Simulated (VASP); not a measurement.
Band structure of HfSi (relaxed from the wurtzite structure, space group P6_3/mmc). Method: PBEsol GGA, VASP's PBE PAW potentials (set 64) (plane waves; VASP).

Unless said otherwise, spin-orbit coupling is left out, though it shifts the bands of the heavy elements here.

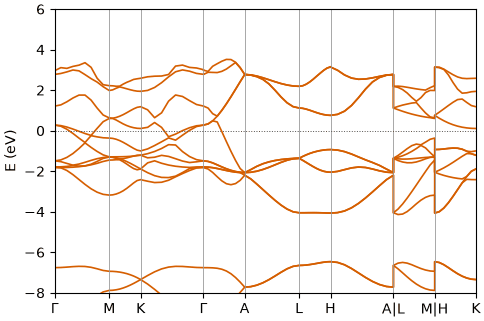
*Bands along high-symmetry lines, zero at the valence-band maximum or, without a gap, the Fermi level*

**Question.** Read the plot: is there a gap, and where are the band edges?

**Answer.** It has no gap at this level: it comes out as a metal or semimetal. (Edges off the drawn lines would not show.)

The structure was generated: HfSi was put into the wurtzite type (P6_3mc), which need not be its known phase. It was relaxed first, which changed the volume by -36 %. The relaxed cell has space group P6_3/mmc.
